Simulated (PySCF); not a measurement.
Input

```
{"job": {"kind": "nmr", "xc": "PBE0", "basis": "pcSseg-1"}, "charge": 0, "multiplicity": 1}
C      3.643909    -0.805026    -1.000507
C      2.595288    -0.100107    -0.575415
C      2.478688     1.381457    -0.739005
C      1.484824    -0.772301     0.091523
N      0.491164    -0.136050     0.526580
Si    -0.950814    -0.563509     1.344445
C     -2.370080     0.034505     0.251944
C     -2.193344     0.536879    -0.961140
C     -3.736785    -0.090624     0.850810
H      3.698552    -1.872879    -0.867714
H      4.480775    -0.339682    -1.493397
H      2.317505     1.844504     0.232045
H      1.611420     1.615589    -1.353285
H      3.369801     1.797764    -1.200128
H      1.589040    -1.862057     0.185639
H     -1.167456    -1.985869     1.666166
H     -0.876543     0.218552     2.582750
H     -1.212239     0.624100    -1.396784
H     -3.017571     0.883473    -1.569449
H     -3.770372     0.410238     1.817287
H     -3.976948    -1.139942     1.019655
H     -4.499227     0.340371     0.203639
```

Command:

```sh
OMP_NUM_THREADS=1 python probes_run.py task.json out
```

Geometry: GFN2-xTB.

Level of theory: PBE0/pcSseg-1, SCF density, gas phase, non-relativistic (PySCF).

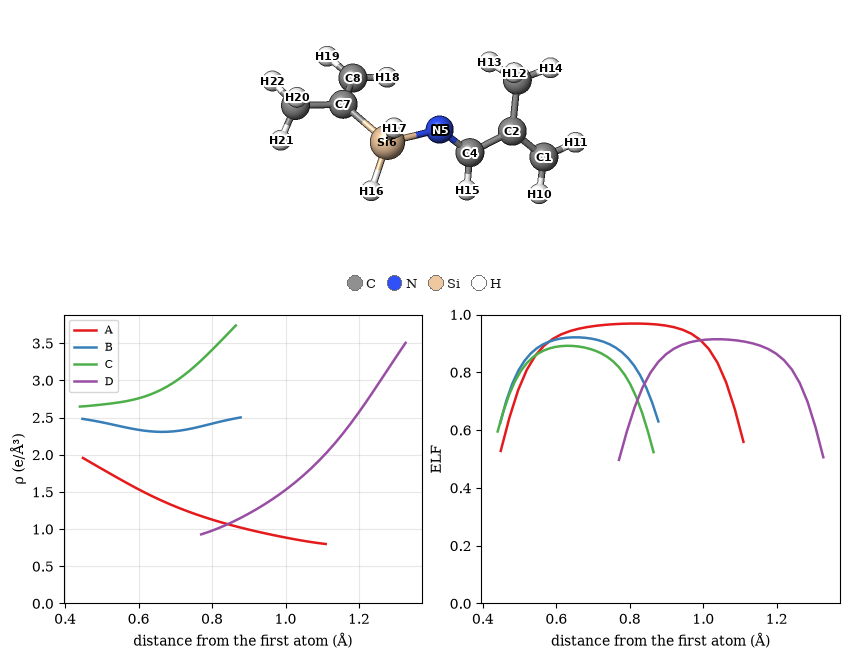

C7H13NSi. Electron density and electron localisation function along straight lines between neighbouring atoms. The curves leave out the atomic cores. The structure is drawn too.

> Which curve belongs to which contact (C–C, C–N, C–Si and Si–N)? The first atom named is at distance zero.

Curve A: C–Si (1.89 Å): the density is about 0.94 e/Å³ at the midpoint; the ELF peaks at about 0.95 between the atoms; a covalent bond. Curve B: C–C (1.32 Å): ρ is about 2.3 e/Å³ halfway; the ELF peaks at about 0.90 between the atoms: a short, multiple covalent bond. Curve C: C–N (1.26 Å): the density is about 2.8 e/Å³ at the midpoint; the ELF peaks at about 0.90 between the atoms (a multiple bond). Curve D: Si–N (1.71 Å): the density is about 1.1 e/Å³ at the midpoint; the ELF peaks at about 0.90 between the atoms; a shared but strongly polarised pair.
